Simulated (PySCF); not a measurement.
# [WOF3]−: how settings move a single point

Aim: repeat the single point on relaxed [WOF3]− with altered settings, some of them bad on purpose. The structure is generated, not taken from experiment.

Method: r2SCAN, W def2-SVP with ECP60, O def2-SVP, F def2-SVP; scalar-relativistic core potentials, no spin–orbit coupling; program: PySCF 2.14.0.

5 further runs of the same task are left out: 2 for a known fault of the program, 1 that didn't finish, 2 set aside as unsound or not needed. Runs told in other sessions of the task aren't counted.

## (1) Where the work starts

5 atoms, charge -1, spin multiplicity 1.

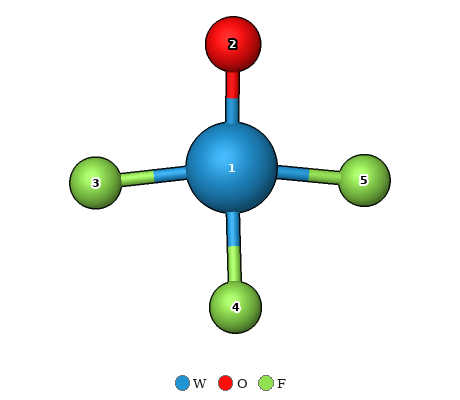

The geometry (tungsten blue, oxygen red, fluorine green); atoms are numbered from 1 in the order of the file.

As a file:

```xyz
5
F3OW
W     0.0651    0.0000   -0.0003
O     1.7653    0.0000    0.3281
F    -0.1277    1.8673   -0.2085
F    -1.8669    0.0000    0.2970
F    -0.1277   -1.8673   -0.2085
```

Formal oxidation states: W +4. An earlier session relaxed this geometry at r2SCAN, W def2-SVP with ECP60, O def2-SVP, F def2-SVP (singlet, point group Cs).

The sound run used a (50, 194) grid (finer on f atoms), a threshold of 1e-8 and at most 55 cycles, and ended at -441.684129 Eh.

## (2) Altered run 1

run.py (the lines that set the calculation) reads:

```python
mol = gto.M(atom='''
W      0.06506     0.00000    -0.00025
O      1.76530     0.00000     0.32809
F     -0.12770     1.86731    -0.20850
F     -1.86694     0.00000     0.29699
F     -0.12770    -1.86731    -0.20850''',
    basis={'W': 'def2-SVP', 'O': 'def2-SVP', 'F': 'def2-SVP'},
    ecp={'W': 'def2-SVP'},
    charge=-1, spin=0)
mf = dft.RKS(mol, xc='R2SCAN')
mf.grids.atom_grid = (99, 590)
mf = mf.density_fit()  # fitting sets: W def2-universal-JKFIT, O def2-universal-JKFIT, F def2-universal-JKFIT
mf.conv_tol = 1e-08; mf.max_cycle = 55
mf.kernel(dm0)  # dm0: free metal ions and neutral atoms
```

On the command line:

```sh
$ OMP_NUM_THREADS=2 python run.py
```

What it wrote:

```text
init E= -457.59443970399
  HOMO = 0.147487716349708  LUMO = 0.201897247234241  gap/eV = 1.48056
cycle= 1 E= -438.353565626903  delta_E= 19.2  |g|= 4.32  |ddm|= 4.38
  HOMO = 0.0553287097803619  LUMO = 0.119531611792848  gap/eV = 1.74705
cycle= 2 E= -435.472326057887  delta_E= 2.88  |g|= 5.25  |ddm|= 7.44
  HOMO = -0.0839817571753028  LUMO = -0.0816636728236183  gap/eV = 0.06308
cycle= 3 E= -439.070379554829  delta_E= -3.6  |g|= 3.44  |ddm|= 6.66
  HOMO = 0.00796441730569342  LUMO = 0.0670828996634774  gap/eV = 1.60870
cycle= 4 E= -441.330687072819  delta_E= -2.26  |g|= 1.27  |ddm|= 3.55
  HOMO = 0.0173290708365244  LUMO = 0.0814888063309098  gap/eV = 1.74588
cycle= 5 E= -441.600401482909  delta_E= -0.27  |g|= 0.656  |ddm|= 1.26
  HOMO = -0.0186694688249105  LUMO = 0.0374080484877659  gap/eV = 1.52595
cycle= 6 E= -441.669342149179  delta_E= -0.0689  |g|= 0.266  |ddm|= 0.58
  HOMO = 0.00078746748070202  LUMO = 0.0649647955754631  gap/eV = 1.74635
cycle= 7 E= -441.682140282593  delta_E= -0.0128  |g|= 0.119  |ddm|= 0.242
  HOMO = 0.00704041149556645  LUMO = 0.0721506271642163  gap/eV = 1.77174
cycle= 8 E= -441.684373594191  delta_E= -0.00223  |g|= 0.0566  |ddm|= 0.0989
  HOMO = 0.0044182056798121  LUMO = 0.0697363183183626  gap/eV = 1.77740
cycle= 9 E= -441.685028782843  delta_E= -0.000655  |g|= 0.00441  |ddm|= 0.0493
  HOMO = 0.00451758925746404  LUMO = 0.0697531037784529  gap/eV = 1.77515
cycle= 10 E= -441.685032386246  delta_E= -3.6e-06  |g|= 0.00193  |ddm|= 0.00569
  HOMO = 0.00463043166221766  LUMO = 0.0698355612655988  gap/eV = 1.77432
cycle= 11 E= -441.685033189601  delta_E= -8.03e-07  |g|= 0.000474  |ddm|= 0.00205
  HOMO = 0.00462899737737388  LUMO = 0.0698292566569663  gap/eV = 1.77419
cycle= 12 E= -441.685033236766  delta_E= -4.72e-08  |g|= 8.89e-05  |ddm|= 0.000385
  HOMO = 0.00463943818031964  LUMO = 0.0698440401476077  gap/eV = 1.77431
cycle= 13 E= -441.68503323839  delta_E= -1.62e-09  |g|= 2.74e-05  |ddm|= 0.000111
  HOMO = 0.00463685940735914  LUMO = 0.069840895917384  gap/eV = 1.77429
Extra cycle  E= -441.685033236299  delta_E= 2.09e-09  |g|= 0.000104  |ddm|= 8.94e-05
converged SCF energy = -441.685033236299
```

It took 9.9 s on 2 threads of Arm Neoverse V1, shared host.

Changed: the integration grid, to (99, 590). It converges in 13 cycles, -0.025 eV from the sound run, with a largest force component of 0.03 eV/Å.

## (3) Altered run 2

run.py (the lines that set the calculation) reads:

```python
mol = gto.M(atom='''
W      0.06831     0.00000    -0.00027
O      1.85356     0.00000     0.34449
F     -0.13408     1.96067    -0.21893
F     -1.96029     0.00000     0.31184
F     -0.13408    -1.96067    -0.21893''',
    basis={'W': 'def2-SVP', 'O': 'def2-SVP', 'F': 'def2-SVP'},
    ecp={'W': 'def2-SVP'},
    charge=-1, spin=0)
mf = dft.RKS(mol, xc='R2SCAN')
mf.grids.atom_grid = (50, 194)
mf = mf.density_fit()  # fitting sets: W def2-universal-JKFIT, O def2-universal-JKFIT, F def2-universal-JKFIT
mf.conv_tol = 1e-08; mf.max_cycle = 55
mf.kernel(dm0)  # dm0: free metal ions and neutral atoms
```

On the command line:

```sh
$ OMP_NUM_THREADS=2 python run.py
```

What it wrote:

```text
init E= -457.419440050198
  HOMO = 0.147378785909574  LUMO = 0.173633455744943  gap/eV = 0.71443
cycle= 1 E= -437.028977589275  delta_E= 20.4  |g|= 4.99  |ddm|= 4.56
  HOMO = 0.0927366602886632  LUMO = 0.111836871305476  gap/eV = 0.51974
cycle= 2 E= -433.912696526243  delta_E= 3.12  |g|= 5.73  |ddm|= 8.04
  HOMO = -0.0796522821357119  LUMO = -0.0629661143836055  gap/eV = 0.45405
cycle= 3 E= -437.682820804715  delta_E= -3.77  |g|= 3.95  |ddm|= 7.17
  HOMO = 0.0416340867563143  LUMO = 0.0988460102381567  gap/eV = 1.55682
cycle= 4 E= -440.839909948591  delta_E= -3.16  |g|= 1.83  |ddm|=  3.9
  HOMO = -0.0217908622579088  LUMO = 0.0227760418944563  gap/eV = 1.21273
cycle= 5 E= -441.476627530895  delta_E= -0.637  |g|= 0.978  |ddm|= 2.15
  HOMO = -0.0411757898266458  LUMO = 0.000352740857984202  gap/eV = 1.13005
cycle= 6 E= -441.582352069767  delta_E= -0.106  |g|= 0.622  |ddm|= 0.488
  HOMO = -0.0237833323760128  LUMO = 0.0273345418611086  gap/eV = 1.39099
cycle= 7 E= -441.614119961634  delta_E= -0.0318  |g|= 0.494  |ddm|= 0.312
  HOMO = -0.00461474248881899  LUMO = 0.0498754545791975  gap/eV = 1.48275
cycle= 8 E= -441.655841080891  delta_E= -0.0417  |g|= 0.202  |ddm|= 0.301
  HOMO = -0.0146382420164066  LUMO = 0.0388120084273531  gap/eV = 1.45446
cycle= 9 E= -441.663639268202  delta_E= -0.0078  |g|= 0.0417  |ddm|= 0.17
  HOMO = -0.0109571287139048  LUMO = 0.0425433514852855  gap/eV = 1.45582
cycle= 10 E= -441.664054222524  delta_E= -0.000415  |g|= 0.0123  |ddm|= 0.0448
  HOMO = -0.0107359944986172  LUMO = 0.0426908380243738  gap/eV = 1.45382
cycle= 11 E= -441.664083749487  delta_E= -2.95e-05  |g|= 0.00386  |ddm|= 0.00833
  HOMO = -0.0107059903314521  LUMO = 0.0427887381300707  gap/eV = 1.45567
cycle= 12 E= -441.664087003973  delta_E= -3.25e-06  |g|= 0.000505  |ddm|= 0.00323
  HOMO = -0.0106616173452281  LUMO = 0.0428453991193685  gap/eV = 1.45600
cycle= 13 E= -441.664087055816  delta_E= -5.18e-08  |g|= 0.000187  |ddm|= 0.000627
  HOMO = -0.0106676142180824  LUMO = 0.0428398183412035  gap/eV = 1.45601
cycle= 14 E= -441.664087063759  delta_E= -7.94e-09  |g|= 8.37e-06  |ddm|= 0.000153
  HOMO = -0.0106676934206504  LUMO = 0.0428396902819088  gap/eV = 1.45601
Extra cycle  E= -441.664087063621  delta_E= 1.38e-10  |g|= 2.66e-05  |ddm|= 2.51e-05
converged SCF energy = -441.664087063621
```

It took 4 s on 2 threads of Arm Neoverse V1, shared host.

Changed: the scale of all coordinates (1.05). It converges in 14 cycles, +0.545 eV from the sound run, with a largest force component of 4.08 eV/Å. The setting is unsound, so these numbers aren't the compound's.

## (4) Altered run 3

run.py (the lines that set the calculation) reads:

```python
mol = gto.M(atom='''
W      0.06506     0.00000    -0.00025
O      1.76530     0.00000     0.32809
F     -0.12770     1.86731    -0.20850
F     -1.86694     0.00000     0.29699
F     -0.12770    -1.86731    -0.20850''',
    basis={'W': 'def2-SVP', 'O': 'def2-SVP', 'F': 'def2-SVP'},
    ecp={'W': 'def2-SVP'},
    charge=-1, spin=0)
mf = dft.RKS(mol, xc='R2SCAN')
mf.grids.atom_grid = (10, 14)
mf = mf.density_fit()  # fitting sets: W def2-universal-JKFIT, O def2-universal-JKFIT, F def2-universal-JKFIT
mf.conv_tol = 1e-08; mf.max_cycle = 55
mf.kernel(dm0)  # dm0: free metal ions and neutral atoms
```

On the command line:

```sh
$ OMP_NUM_THREADS=2 python run.py
```

What it wrote:

```text
init E= -457.932533880916
  HOMO = 0.154507362231932  LUMO = 0.184755568925266  gap/eV = 0.82310
cycle= 1 E= -438.133100533158  delta_E= 19.8  |g|= 4.65  |ddm|= 4.75
  HOMO = 0.0832653063543655  LUMO = 0.100838422214978  gap/eV = 0.47819
cycle= 2 E= -433.140737726173  delta_E= 4.99  |g|= 5.78  |ddm|= 8.08
  HOMO = -0.109597776965442  LUMO = -0.102371441597835  gap/eV = 0.19664
cycle= 3 E= -441.320988771478  delta_E= -8.18  |g|= 1.89  |ddm|= 7.07
  HOMO = -0.00577746808652064  LUMO = 0.00102507042846747  gap/eV = 0.18511
cycle= 4 E= -439.45644881247  delta_E= 1.86  |g|=  3.3  |ddm|= 3.31
  HOMO = 0.059734702585633  LUMO = 0.138617060244069  gap/eV = 2.14650
cycle= 5 E= -441.967187309928  delta_E= -2.51  |g|= 0.752  |ddm|= 2.91
  HOMO = -0.0467964152683003  LUMO = 0.0169633376436806  gap/eV = 1.73499
cycle= 6 E= -442.087924635608  delta_E= -0.121  |g|= 0.399  |ddm|= 1.51
  HOMO = -0.0191872880111461  LUMO = 0.0656805710453909  gap/eV = 2.30937
cycle= 7 E= -442.115699428307  delta_E= -0.0278  |g|= 0.219  |ddm|= 0.449
  HOMO = -0.00844292628736909  LUMO = 0.0811995504455041  gap/eV = 2.43930
cycle= 8 E= -442.12438508944  delta_E= -0.00869  |g|= 0.0524  |ddm|= 0.198
  HOMO = -0.0110454906305293  LUMO = 0.0815145265334891  gap/eV = 2.51869
cycle= 9 E= -442.124983035722  delta_E= -0.000598  |g|= 0.0198  |ddm|= 0.0684
  HOMO = -0.0119424241110728  LUMO = 0.0817992668177396  gap/eV = 2.55084
cycle= 10 E= -442.125065222927  delta_E= -8.22e-05  |g|= 0.00677  |ddm|= 0.0265
  HOMO = -0.0124340146558275  LUMO = 0.0816395049027037  gap/eV = 2.55987
cycle= 11 E= -442.12507558037  delta_E= -1.04e-05  |g|= 0.00158  |ddm|= 0.00825
  HOMO = -0.0124611797246956  LUMO = 0.0815530377896287  gap/eV = 2.55826
cycle= 12 E= -442.125076119325  delta_E= -5.39e-07  |g|= 0.000651  |ddm|= 0.0016
  HOMO = -0.0124471359174514  LUMO = 0.0815544643523722  gap/eV = 2.55791
cycle= 13 E= -442.125076196017  delta_E= -7.67e-08  |g|= 0.000256  |ddm|= 0.00037
  HOMO = -0.0124392493986392  LUMO = 0.0815637545094852  gap/eV = 2.55795
cycle= 14 E= -442.12507620923  delta_E= -1.32e-08  |g|= 5.97e-05  |ddm|= 0.000187
  HOMO = -0.012438935114762  LUMO = 0.0815647334578387  gap/eV = 2.55797
cycle= 15 E= -442.125076210021  delta_E= -7.91e-10  |g|= 1.16e-05  |ddm|= 5.24e-05
  HOMO = -0.0124373562461884  LUMO = 0.0815662167009172  gap/eV = 2.55797
Extra cycle  E= -442.125076209751  delta_E= 2.7e-10  |g|= 3.82e-05  |ddm|= 3.89e-05
converged SCF energy = -442.125076209751
```

Run time: 2.7 s. Hardware: 2 threads of Arm Neoverse V1, shared host.

Changed: the integration grid, to (10, 14). It converges in 15 cycles, -11.999 eV from the sound run, with a largest force component of 20.72 eV/Å. The setting is unsound, so these numbers aren't the compound's.

## (5) Altered run 4

run.py (the lines that set the calculation): that of step 4 with these lines changed.

```diff
@@ -10,5 +10,5 @@
 mf = dft.RKS(mol, xc='R2SCAN')
-mf.grids.atom_grid = (10, 14)
+mf.grids.atom_grid = (50, 194)
 mf = mf.density_fit()  # fitting sets: W def2-universal-JKFIT, O def2-universal-JKFIT, F def2-universal-JKFIT
-mf.conv_tol = 1e-08; mf.max_cycle = 55
+mf.conv_tol = 0.0001; mf.max_cycle = 55
 mf.kernel(dm0)  # dm0: free metal ions and neutral atoms
```

On the command line:

```sh
$ OMP_NUM_THREADS=2 python run.py
```

What it wrote:

```text
init E= -457.593633011511
  HOMO = 0.147613425338296  LUMO = 0.202035726837023  gap/eV = 1.48091
cycle= 1 E= -438.345760719238  delta_E= 19.2  |g|= 4.33  |ddm|= 4.39
  HOMO = 0.0551439830675342  LUMO = 0.119340635460112  gap/eV = 1.74688
cycle= 2 E= -435.466315671111  delta_E= 2.88  |g|= 5.25  |ddm|= 7.44
  HOMO = -0.0840409196238292  LUMO = -0.0817356888853544  gap/eV = 0.06273
cycle= 3 E= -439.069726114569  delta_E= -3.6  |g|= 3.44  |ddm|= 6.66
  HOMO = 0.00811963329124055  LUMO = 0.0673245857919676  gap/eV = 1.61105
cycle= 4 E= -441.328171016447  delta_E= -2.26  |g|= 1.27  |ddm|= 3.55
  HOMO = 0.0173252637080239  LUMO = 0.0814995749730443  gap/eV = 1.74627
cycle= 5 E= -441.599137586448  delta_E= -0.271  |g|= 0.657  |ddm|= 1.27
  HOMO = -0.0186684735172093  LUMO = 0.0374279310337862  gap/eV = 1.52646
cycle= 6 E= -441.668374990906  delta_E= -0.0692  |g|= 0.266  |ddm|= 0.581
  HOMO = 0.000804457369667944  LUMO = 0.0650122157712083  gap/eV = 1.74718
cycle= 7 E= -441.681214998095  delta_E= -0.0128  |g|= 0.12  |ddm|= 0.243
  HOMO = 0.00708592297173638  LUMO = 0.0722314992936681  gap/eV = 1.77270
cycle= 8 E= -441.68346519858  delta_E= -0.00225  |g|= 0.0568  |ddm|= 0.0993
  HOMO = 0.0044427891011658  LUMO = 0.0697938307257218  gap/eV = 1.77829
cycle= 9 E= -441.684124691626  delta_E= -0.000659  |g|= 0.00443  |ddm|= 0.0496
  HOMO = 0.00454444657320252  LUMO = 0.0698131435763791  gap/eV = 1.77605
cycle= 10 E= -441.684128350131  delta_E= -3.66e-06  |g|= 0.00193  |ddm|= 0.00573
  HOMO = 0.00490854074154612  LUMO = 0.070157029784788  gap/eV = 1.77550
Extra cycle  E= -441.684123893973  delta_E= 4.46e-06  |g|= 0.00498  |ddm|= 0.00612
converged SCF energy = -441.684123893973
```

Wall time 3.5 s (2 threads of Arm Neoverse V1, shared host).

Changed: the SCF threshold (0.0001). It converges in 10 cycles, at the sound run's energy within 0.001 eV, with a largest force component of 0.01 eV/Å. The result survives the change.

## (6) Side by side

| run | changed | ending | energy change (eV) | cycles | time | usable |
| --- | --- | --- | --- | --- | --- | --- |
| 1 | the integration grid | converged | -0.025 | 13 | 9.9 s | yes |
| 2 | the scale of all coordinates | converged | +0.545 | 14 | 4 s | no |
| 3 | the integration grid | converged | -11.999 | 15 | 2.7 s | no |
| 4 | the SCF threshold | converged | 0.000 | 10 | 3.5 s | yes |

2 of 4 altered runs give a usable result. 2 ended normally with numbers unfit to quote.
